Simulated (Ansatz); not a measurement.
# HS (SMILES [SH]) at U-wB97X/def2-TZVPPD

Aim: the energy change on altering one bond length of HS at U-wB97X/def2-TZVPPD, from 2 runs. 

The calculation is run with Ansatz 0.2.0.

27 further runs of the same task are left out: 1 that didn't finish, 26 set aside as unsound or not needed.

## 1. The system as given

The species is HS (2 atoms), meant as a doublet with charge 0. As SMILES, `[SH]`. The coordinates come from a PBE0-D4/def2-TZVP relaxation.

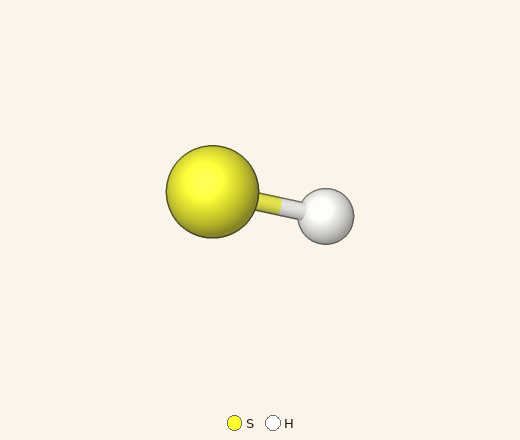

The structure, seen from a chosen angle (sulfur yellow, hydrogen white).

## 2. The energy at U-wB97X/def2-TZVPPD

in.yaml

```yaml
crystal:
  periodic: [false, false, false]
  atoms:
    - {symbol: S, position_ang: [0.574560, -0.187810, 0.295460]}
    - {symbol: H, position_ang: [-0.574560, 0.187810, -0.295460]}
basis:
  gaussian: {orbitals: def2-TZVPPD.json}
magnetization: {spin_polarized: true, initial_magnetization: 1}
hamiltonian: {xc: {name: wB97X}}
accuracy: high
output: {orbitals: {seedname: orbitals}}
```

The basis set def2-TZVPPD is read from a file made from the Basis Set Exchange's data (not shown).

The run is started by

```bash
$ ansatz run in.yaml --threads 1 --pin off --max-ram 3480MiB --events-out events.jsonl --progress --plain --runs-dir runs
```

Standard output:

```text
Warning: RAYON_NUM_THREADS=1 ignored (pool sized by the plan → 1); use --threads N
Functional definition: wB97X
  name "wB97X"
  parameter omega = 0.3/bohr
  parameter cx = 0.157706
  parameter cx1 = 0.726479
  parameter cx2 = 1.04760
  parameter cx3 = -5.70635
  parameter cx4 = 13.2794
  parameter css1 = -4.33879
  parameter css2 = 18.2308
  parameter css3 = -31.7430
  parameter css4 = 17.2901
  parameter cos1 = 2.37031
  parameter cos2 = -11.3995
  parameter cos3 = 6.58405
  parameter cos4 = -3.78132
  exchange = spin_sum(e_x_unif_sr(omega)*poly(b97_u_x, 1 - cx, cx1, cx2, cx3, cx4)) + cx*exact_x_sr(omega)
      + exact_x_lr(omega)
  correlation = spin_sum(e_c_pw_same_spin*poly(b97_u_same, 1, css1, css2, css3, css4))
      + integral(e_c_pw_opposite_spin*poly(b97_u_opposite, 1, cos1, cos2, cos3, cos4))
851 factors; integrals over basis functions are off by at most 3.3e-9 eV
215 factors; integrals over basis functions are off by at most 1.7e-9 eV
mean field evaluation 1: about -10850.3187 eV, gradient 5.6e0 eV
mean field evaluation 2: about -10850.4986 eV, gradient 2.6e0 eV
mean field evaluation 4: about -10850.5243 eV, gradient 6.5e-1 eV
mean field evaluation 8: about -10850.5467 eV, gradient 4.3e-2 eV
mean field evaluation 16: about -10850.5467 eV, gradient 6.9e-5 eV
mean field -10850.54668839 eV, -398.7502360336 hartree, gradient 2.0e-8 eV, S^2 0.754489; 0 other end points of the search recorded, 0 dependent functions left out
reference -10850.54668495 eV, -398.7502359073 hartree; 9, 8 occupied and 59, 60 virtual orbitals, 851 factors
Total energy: -10850.54668495 eV, -398.7502359073 hartree
```

Run time: 13 s. Hardware: 1 thread of Arm Neoverse V1, shared host; peak memory 0.29 GiB.

## 3. The distorted shape, same level

in.yaml

```yaml
crystal:
  periodic: [false, false, false]
  atoms:
    - symbol: S
      position_ang: [1.493893, -0.488318, 0.768215]
    - symbol: H
      position_ang: [-0.574560, 0.187810, -0.295460]
basis:
  gaussian:
    orbitals: def2-TZVPPD.json
magnetization:
  spin_polarized: true
  initial_magnetization: 1
hamiltonian:
  xc: {name: wB97X}
accuracy: high
output:
  orbitals: {seedname: orbitals}
```

The basis set def2-TZVPPD is read from a file made from the Basis Set Exchange's data (not shown).

The run is started by

```bash
$ ansatz run in.yaml --threads 1 --pin off --max-ram 3480MiB --events-out events.jsonl --progress --plain --runs-dir runs
```

Standard output, cut to the lines that bear on the results:

```text
Warning: RAYON_NUM_THREADS=1 ignored (pool sized by the plan → 1); use --threads N
[... 2 set-up lines as earlier in the session ...]
[...]
      + exact_x_lr(omega)
[...]
      + integral(e_c_pw_opposite_spin*poly(b97_u_opposite, 1, cos1, cos2, cos3, cos4))
811 factors; integrals over basis functions are off by at most 3.6e-9 eV
239 factors; integrals over basis functions are off by at most 1.2e-9 eV
[...]
mean field -10847.11404052 eV, -398.6240885511 hartree, gradient 5.8e-8 eV, S^2 1.426340; 2 other end points of the search recorded, 0 dependent functions left out
reference -10847.11403754 eV, -398.6240884417 hartree; 9, 8 occupied and 59, 60 virtual orbitals, 811 factors
Total energy: -10847.11403754 eV, -398.6240884417 hartree
```

Wall time 23 s (1 thread of Arm Neoverse V1, shared host); peak memory 0.29 GiB.

## 4. Summary of results

At U-wB97X/def2-TZVPPD:

```
                                                         quantity          value
                                        first shape: total energy  -398.75024 Eh
                  first shape: HOMO energy (highest over α and β)       -9.92 eV
                   first shape: LUMO energy (lowest over α and β)       -2.43 eV
                                                first shape: ⟨S²⟩          0.754
                                    distorted shape: total energy  -398.62409 Eh
              distorted shape: HOMO energy (highest over α and β)       -9.79 eV
               distorted shape: LUMO energy (lowest over α and β)       -2.32 eV
                                            distorted shape: ⟨S²⟩          1.426
energy change with the S1–H2 bond stretched from 1.346 to 2.422 Å       3.433 eV
```

What this shows: With the S1–H2 bond stretched from 1.346 to 2.422 Å the energy rises by 3.43 eV (79 kcal/mol). The first shape isn't relaxed at this level, so the change isn't measured from a minimum. ⟨S²⟩ (distorted shape) is 1.43 where a pure doublet has 0.75: the reference is spin-contaminated.
